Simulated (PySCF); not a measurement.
# GeHOF (SMILES [OH][Ge][F]) at 6 levels

We compute a comparison of 6 runs (HF/3-21G, HF/def2-SVP, HF/6-311G**, SVWN5/pcseg-1, PBE0/aug-cc-pVDZ, PBE/pcseg-2) of GeHOF. The job is set up through a Python script.

The calculation is run with PySCF 2.14.0.

## 1. Starting point

GeHOF has 4 atoms, charge 0, and is taken as a singlet. As SMILES, `[OH][Ge][F]`. Geometry: relaxed at PBE0-D4/def2-TZVP.

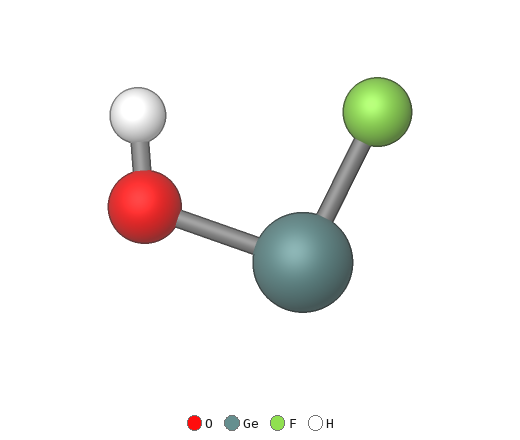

Viewed from a chosen angle; oxygen red, germanium teal, fluorine green, hydrogen white.

## 2. Energy and forces at HF/3-21G (run 1)

input.py

```python
import pyscf.grad
from pyscf import gto

molecule = gto.M(
    atom=[
    ('O', (-0.819700, 0.539200, -0.381100)),
    ('Ge', (-0.389900, -0.693000, 0.815800)),
    ('F', (1.336900, -0.758800, 0.447800)),
    ('H', (-0.071800, 0.852400, -0.902700)),
],
    max_memory=1860,
    basis='3-21g',
    spin=0,
    verbose=4,
)

mf = molecule.RHF()
mf.conv_tol = 1e-10
mf.kernel()
if not mf.converged:
    mf = mf.newton().run(mf.mo_coeff, mf.mo_occ)

etot = mf.e_tot
print('E = %.10f Eh' % etot)
grad = mf.Gradients().kernel()
mf.analyze()
```

The run is started by

```console
OMP_NUM_THREADS=1 python input.py
```

Output:

```text
PySCF version 2.14.0

[... 75 lines left out ...]
One-electron Energy =                -3507.214045019214609
[... 10 lines left out ...]
MO #6   energy= -26.0867855526063  occ= 2
[... 8 lines left out ...]
MO #15  energy= -1.58395781503971  occ= 2
[... 8 lines left out ...]
MO #24  energy= -0.49364329957361  occ= 2
[... 8 lines left out ...]
MO #33  energy= 0.547878133373023  occ= 0
[... 8 lines left out ...]
MO #42  energy= 3.69908698904457   occ= 0
[... 49 lines left out ...]
Dipole moment(X, Y, Z, Debye): -0.22893, -0.10321,  0.16720
```

It took 1.3 s on 1 thread of Arm Neoverse V1, shared host; peak memory 0.12 GiB.

## 3. Energy and gradient at HF/def2-SVP (run 2)

mol.xyz

```xyz
4
FGeHO
O     -0.819700     0.539200    -0.381100
Ge    -0.389900    -0.693000     0.815800
F      1.336900    -0.758800     0.447800
H     -0.071800     0.852400    -0.902700
```

input.py

```python
# [OH][Ge][F]
import pyscf.grad
from pyscf import gto, scf

system = gto.M(
    atom='mol.xyz',
    charge=0,
    basis='def2-svp',
    max_memory=1860,
    verbose=4,
)

mf = scf.RHF(system)
mf.conv_tol = 1e-10
mf.kernel()
if not mf.converged:
    mf = mf.newton().run(mf.mo_coeff, mf.mo_occ)

energy = mf.e_tot
print(f'total energy: {energy:.8f} hartree')
grad = mf.Gradients().kernel()
dip = mf.dip_moment()
pop, q = mf.mulliken_pop()
```

The run is started by

```console
OMP_NUM_THREADS=1 python input.py
```

Output:

```text
PySCF version 2.14.0

[... 60 lines left out ...]
converged SCF energy = -2249.90466455035
total energy: -2249.90466455 hartree
[... 10 lines left out ...]
Dipole moment(X, Y, Z, Debye): -0.56584, -0.12021,  0.27065
[... 70 lines left out ...]
charge of    3H =      0.21663
```

Wall time 3 s (1 thread of Arm Neoverse V1, shared host); peak memory 0.13 GiB.

Runs 3 to 5 aren't shown in full; the table further down has their settings and results.

## 4. Energy and gradient at PBE/pcseg-2 (run 6)

calc.py

```python
import pyscf.grad
from pyscf import gto, dft

mol = gto.M(
    atom=[
    ('O', (-0.819700, 0.539200, -0.381100)),
    ('Ge', (-0.389900, -0.693000, 0.815800)),
    ('F', (1.336900, -0.758800, 0.447800)),
    ('H', (-0.071800, 0.852400, -0.902700)),
],
    verbose=3,
    basis='pcseg-2',
    spin=0,
    max_memory=1860,
)

mf = dft.RKS(mol, xc='pbe')
mf.grids.level = 5
mf.conv_tol = 1e-10
mf.kernel()
if not mf.converged:
    mf = mf.newton().run(mf.mo_coeff, mf.mo_occ)

energy = mf.e_tot
print('E(%s) = %.9f' % ('PBE', energy))
grad = mf.Gradients().kernel()
dip = mf.dip_moment()
pop, q = mf.mulliken_pop()
```

The run is started by

```console
OMP_NUM_THREADS=1 python calc.py
```

Output:

```text
converged SCF energy = -2252.38870985137
[... 8 lines left out ...]
Dipole moment(X, Y, Z, Debye): -0.55006, -0.06728,  0.21058
[... 122 lines left out ...]
charge of    3H =      0.18675
```

Run time: 49 s. Hardware: 1 thread of Arm Neoverse V1, shared host; peak memory 1.2 GiB.

## 5. Overview of the runs

| run | level | integration grid | energy (Eh) | dipole moment (D) | HOMO energy (eV) | LUMO energy (eV) | wall time |
| --- | --- | --- | --- | --- | --- | --- | --- |
| 1 | HF/3-21G | – | -2239.352156 | 0.30 | -10.56 | 1.26 | 1.3 s |
| 2 | HF/def2-SVP | – | -2249.904665 | 0.64 | -11.02 | 1.10 | 3 s |
| 3 | HF/6-311G** | – | -2250.314222 | 0.76 | -11.08 | 0.88 | 5.1 s |
| 4 | SVWN5/pcseg-1 | 5 | -2248.176564 | 0.40 | -7.31 | -3.04 | 9.3 s |
| 5 | PBE0/aug-cc-pVDZ | 5 | -2252.299907 | 0.71 | -8.46 | -2.18 | 22 s |
| 6 | PBE/pcseg-2 | 5 | -2252.388710 | 0.59 | -7.16 | -2.88 | 49 s |

## 6. Summary of results

```
                       quantity           value
            run 6: total energy  -2252.38871 Eh
           run 6: dipole moment          0.59 D
             run 6: HOMO energy        -7.16 eV
             run 6: LUMO energy        -2.88 eV
           run 6: HOMO–LUMO gap         4.28 eV
run 6: largest force on an atom      0.798 eV/Å
```

The dipole moment (its size) runs from 0.30 D (HF/3-21G) to 0.76 D (HF/6-311G**). The HOMO–LUMO gap runs from 4.27 eV (SVWN5/pcseg-1) to 12.12 eV (HF/def2-SVP). The two ends differ in method and basis. Totals of different functionals can't be ranked against each other. All runs together took 90 s, the longest 49 s.
